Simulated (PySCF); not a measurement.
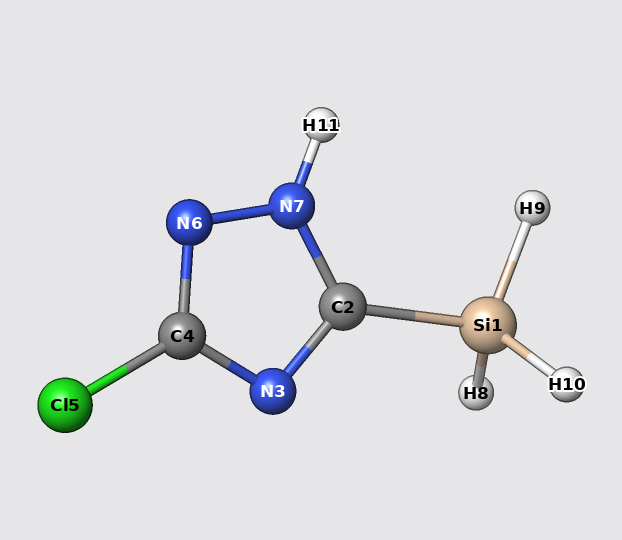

The computed structure is the end point of a PBE0-D3(BJ)/def2-SVP optimisation. No frequency run is at hand to confirm it as a minimum.

Q: Describe the coordination of atom 7.

A: N7 has 3 neighbours (C2 at 1.35, N6 at 1.33, H11 at 1.01 Å); the arrangement is trigonal planar.

Q: Describe the coordination of atom 3.

A: N3 has 2 neighbours (C2 at 1.33, C4 at 1.35 Å); the arrangement is bent.

Q: How are the neighbours of atom 1 arranged?

A: Si1 has 4 neighbours (C2 at 1.88, H8 at 1.49, H9 at 1.49, H10 at 1.49 Å); the arrangement is tetrahedral.

Q: What is the geometry at C2?

A: C2 has 3 neighbours (Si1 at 1.88, N3 at 1.33, N7 at 1.35 Å); the arrangement is trigonal planar.

Q: What is the dihedral angle N7–C2–N3–C4?

A: 0° in size, that is syn (eclipsed).
